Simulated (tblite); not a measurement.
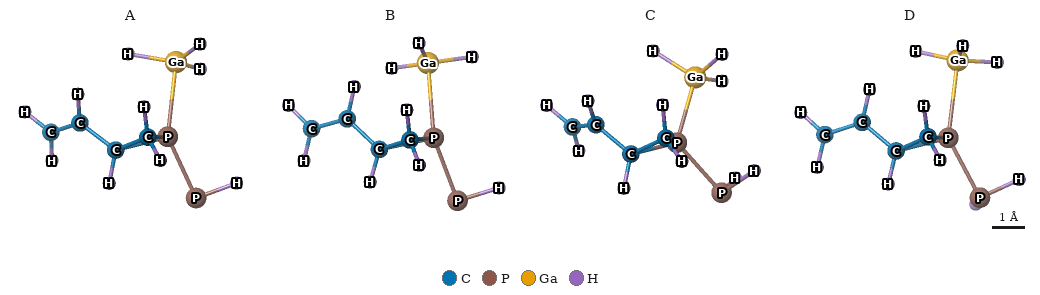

4 geometries from one relaxation of C$_{4}$H$_{11}$GaP$_{2}$, in shuffled order. A ball-and-stick model, seen at a tilt.

Method: GFN2-xTB geometry optimisation, gas phase (tblite 0.8.0). 

Question: Order the frames from highest to lowest energy.

Answer: C, A, D, B. They are steps 0, 53, 105, 180, at +0.827 eV, +0.130 eV, +0.047 eV relative to the last. The largest move after the best rigid fit is that of an H atom, 1.46 Å. Largest moves by element: H 1.46 Å, P 0.60 Å, C 0.55 Å, Ga 0.52 Å. Among the contacts that change: Ga–P 2.289 → 2.555 Å, Ga–H 1.618 → 1.548 Å, H–P 1.460 → 1.396 Å, C–C 1.451 → 1.498 Å. Bond angles that change, for instance: P–P–Ga 118.0° → 149.1°, C–P–Ga 124.5° → 102.9°, C–P–P 116.5° → 100.2°. Groups turn about C–C by about 55°. Over 180 geometry steps the energy falls by 0.827 eV.
